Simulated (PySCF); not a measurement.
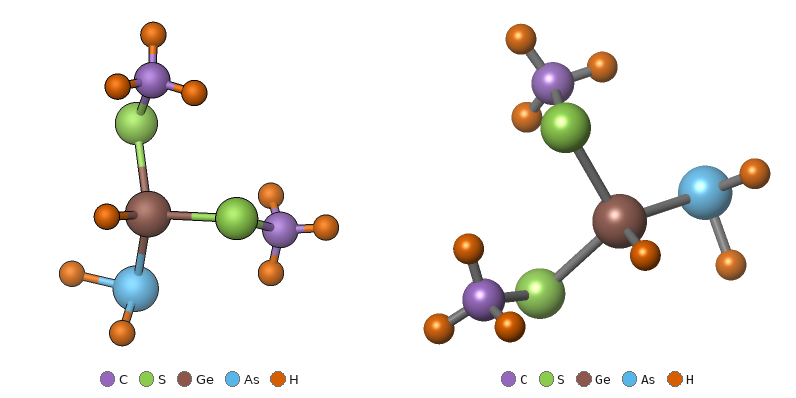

Both panels show the same species.

The geometry was computed by an optimisation with GFN2-xTB. No frequency run is at hand to confirm it as a minimum.

What does the picture show?

It has 15 atoms: 2 carbon, 9 hydrogen, 1 arsenic, 1 germanium and 2 sulfur (C2H9AsGeS2). Its SMILES string is `C[S][GeH]([AsH2])[S]C`. This geometry has C1 symmetry. Coordination: 2 C tetrahedral; 2 S bent; 1 Ge tetrahedral; 1 As trigonal pyramidal.

The parts below concern this one geometry. Atoms keep their numbers from picture to picture.

### Geometry

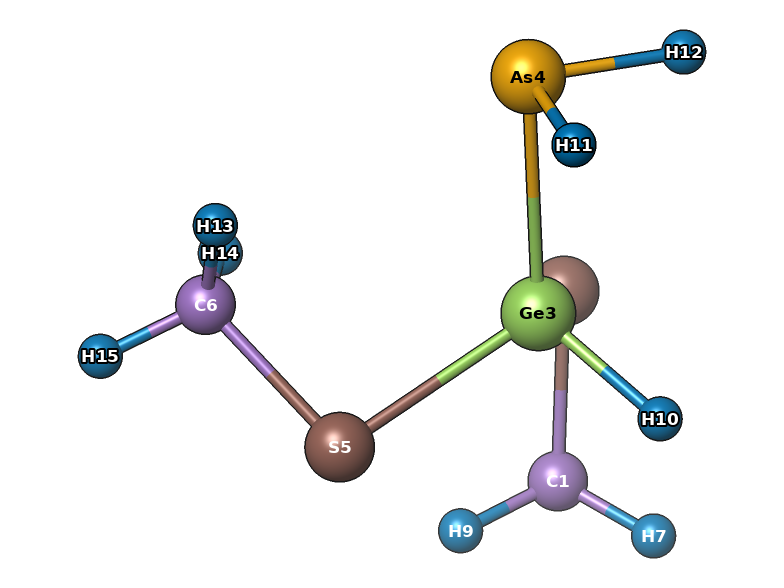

S2 lies behind Ge3. The molecule seen nearly along the Ge3–S2 bond, Ge3 in front. Distant atoms are faded towards the background colour. No frequency run is at hand to confirm it as a minimum.

Question: What is the torsion angle As4–Ge3–S2–C1? The sign is positive where the front bond must turn clockwise to cover the back bond.

Answer: −177°, antiperiplanar (anti).

### Dipole moment

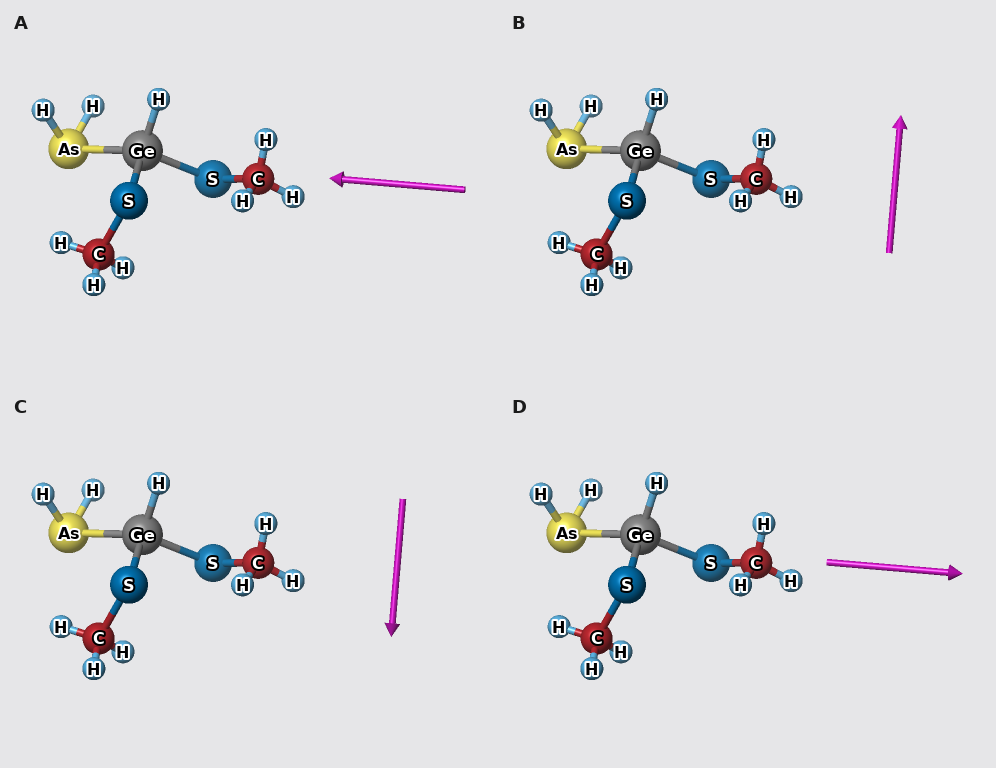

The same molecule four times, each with an arrow. No frequency run is at hand to confirm it as a minimum. Level of theory: CAM-B3LYP/def2-SVPD, gas phase (PySCF 2.14.0).

Question: Which arrow points along the dipole moment, from the negative to the positive end?

Answer: A. The dipole moment is 0.67 D.

### Polarisability

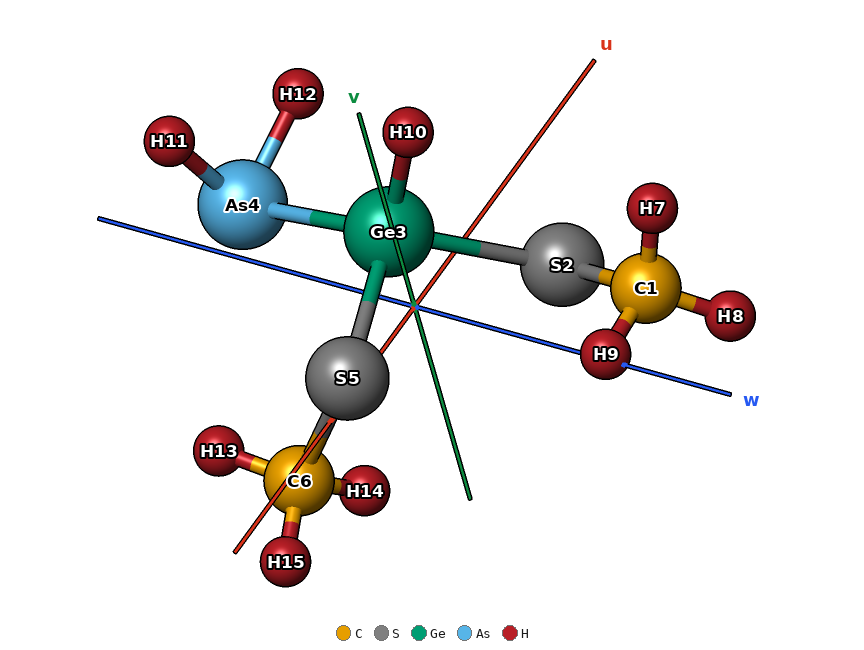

The lines u, v and w are the principal axes of the static dipole polarisability. No frequency run is at hand to confirm it as a minimum. Method: CAM-B3LYP/def2-SVPD (PySCF 2.14.0).

Question: Along which axis is the molecule most polarisable, and along which least?

Answer: Most along w (close to the long direction C1···As4), least along v.

Question: Give the three principal values.

Answer: u 134.8, v 112.6, w 158.2 bohr³; mean 135.2, anisotropy 39.5 bohr³.

### Excitation

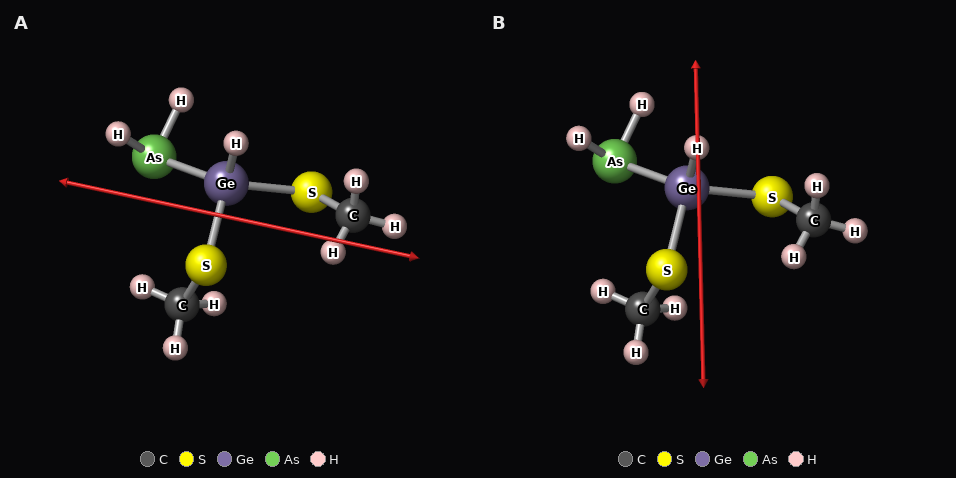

The double arrows show the directions of two transition dipoles from the ground state (lengths mean nothing). No frequency run is at hand to confirm it as a minimum. Method: TDDFT CAM-B3LYP/def2-SVPD, vertical, gas phase, core orbitals frozen in the response (PySCF 2.14.0).

Question: One belongs to singlet state 1 and one to singlet state 2. Which is which?

Answer: A: state 1, 4.90 eV (253 nm), oscillator strength 0.036, mainly HOMO → LUMO (weight 0.60).
B: state 2, 5.07 eV (245 nm), oscillator strength 0.017, mainly HOMO−1 → LUMO (weight 0.57).

The geometry is semi-empirical. Around As, Ge such bond lengths and angles can be off by a tenth of an ångström or more and by several degrees, and values that hang on the shape move with them.
